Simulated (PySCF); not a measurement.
C3H5F2 (doublet)

The calculation's input:

```
{"job": {"kind": "epr", "basis": "pcH-1"}, "charge": 0, "multiplicity": 2}
F      0.922573    -0.947157     1.307474
C      1.053097    -0.783949    -0.049988
C      0.051640     0.157338    -0.585740
C     -1.022841     0.689097     0.270167
F     -1.869645     1.497939    -0.438972
H      0.958318    -1.791202    -0.491488
H      2.082329    -0.434776    -0.229130
H      0.100029     0.438653    -1.619510
H     -0.628656     1.293119     1.105262
H     -1.637959    -0.114407     0.709398
```

Run with:

```sh
OMP_NUM_THREADS=1 python probes_run.py task.json out
```

Geometry: GFN2-xTB.

Level of theory: PySCF, UKS B3LYP, pcH-1 on C F H, non-relativistic, mean-field spin-orbit, GIAO.

Q: What will maps of the electron density, electron localisation function and spin density show?

A: C–F (1.37 Å): ρ at the midpoint is about 2.1 e/Å³, with its minimum of 1.7 e/Å³ about 0.5 Å from C; the ELF peaks at about 0.85 between the atoms: a polar covalent bond.
C–C (1.47 Å): the density is about 1.8 e/Å³ at the midpoint; the ELF peaks at about 0.95 between the atoms (localised, covalent bonding).
C–H (1.07 Å): ρ at the midpoint is about 2.1 e/Å³; the ELF climbs to about 1 towards the hydrogen, as it does in any bond to H; an ordinary covalent bond to hydrogen.
The unpaired spin (1 electron) lies mostly on C3 (about 0.7), in electrons by Hirshfeld's partition.

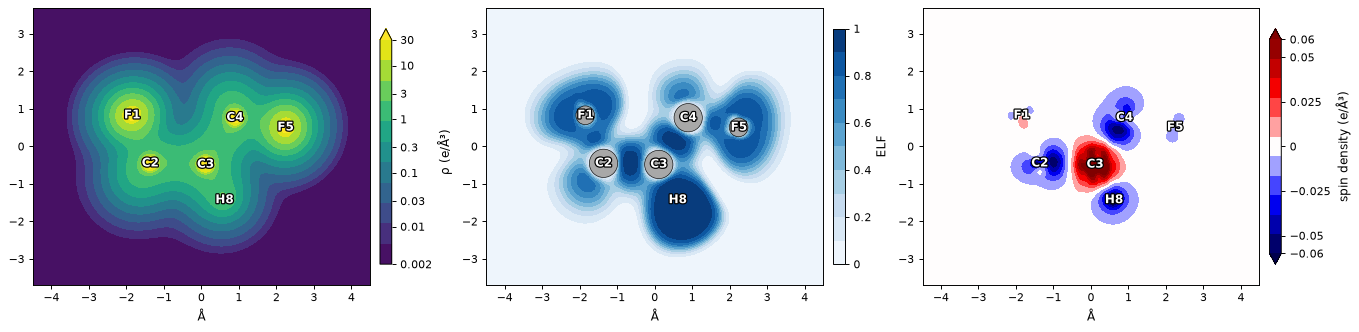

Computed electron density, electron localisation function and spin density on the plane of atoms C3, C4 and F5, in this order. Grey discs cover the atomic cores in the ELF map. 
